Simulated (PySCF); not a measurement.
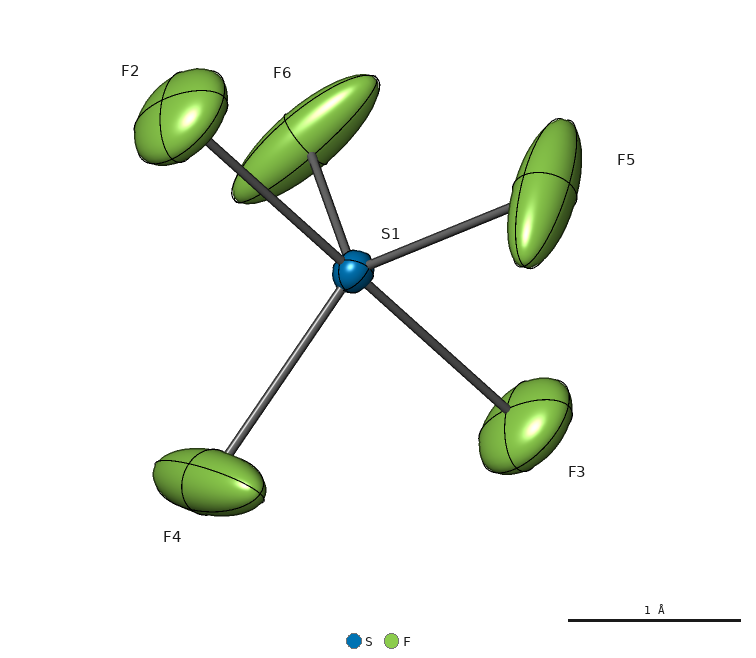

Displacement ellipsoids at the 50 % level, enlarged 3 times, from the internal vibrations of the free molecule (harmonic, no overall translation or rotation; no half-axis is drawn under 0.075 Å). The species has charge +1 and is a spin singlet. Vibrations computed with RKS-based PBE0, S def2-SVP, F def2-SVP; non-relativistic; density fitting (PySCF 2.14.0). Temperature: 600 K.

### Which atom has the largest mean-square displacement?

F4, F5, F6, with U_eq = 0.0059 Å².

List U_eq and the three principal root-mean-square amplitudes for each kind of atom.

| atom | U_eq (Å²) | rms amplitudes (Å) |
| --- | --- | --- |
| S1 | 0.00074 | 0.024, 0.029, 0.029 |
| F2, F3 | 0.0039 | 0.036, 0.072, 0.072 |
| F4, F5, F6 | 0.0059 | 0.040, 0.042, 0.120 |
